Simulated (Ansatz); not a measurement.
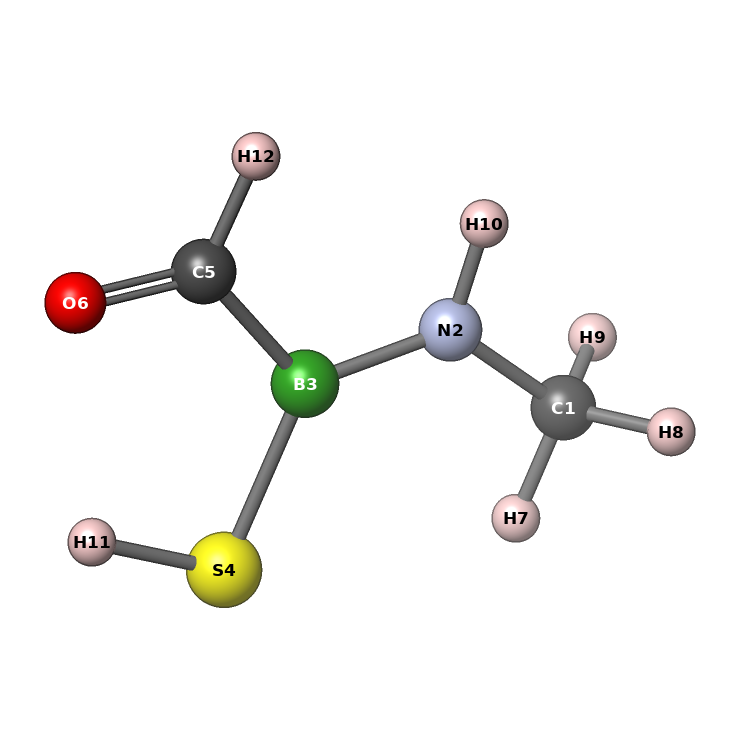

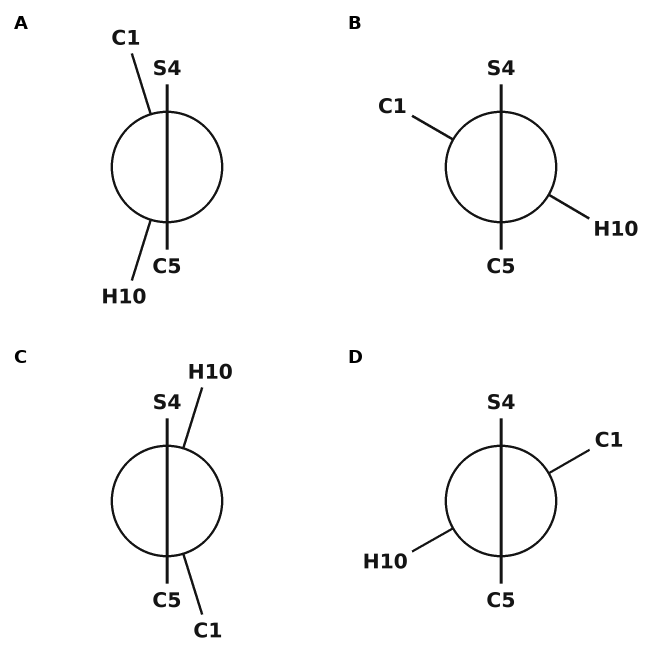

Atoms fade into the background with distance from the viewer. Bonds that would overlap in a projection are set slightly apart. Computed geometry: PBE0-D4/def2-TZVP optimisation. No frequency run is at hand to confirm it as a minimum.

Q: Which Newman projection shows the view along B3–N2, with B3 in front?

A: A. The torsion angle S4–B3–N2–C1 is 0°, synperiplanar (eclipsed).
